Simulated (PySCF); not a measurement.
Vertical excitations of a molecule C2H6ClNSi2 from TDDFT-PBE/def2-SVPD (PySCF 2.14.0), as energy in eV (oscillator strength): 5.81 (0.011), 6.13 (0.010), 6.32 (0.032), 6.54 (0.000), 6.58 (0.005), 6.66 (0.004), 6.73 (0.024), 6.80 (0.018), 6.99 (0.004), 7.01 (0.007). Lowest triplet (TDA): 5.28 eV. Coordinates come from a r2SCAN-D4/def2-SVP optimisation. The values are those of a single conformer.

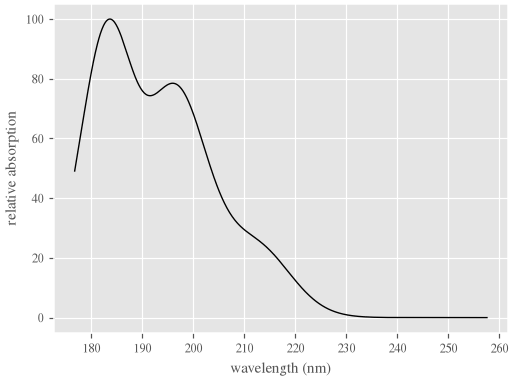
The lines broadened by 0.4 eV.

Problem. Which structure fits?
A) [SiH3]C1=NC[Si@@H]1Cl
B) N#CC[Si@H]([SiH3])Cl
C) CC1=N[Si@@H](Cl)[SiH2]1
D) C#C[Si@@](N)([SiH3])Cl

Solution. B, N#CC[Si@H]([SiH3])Cl
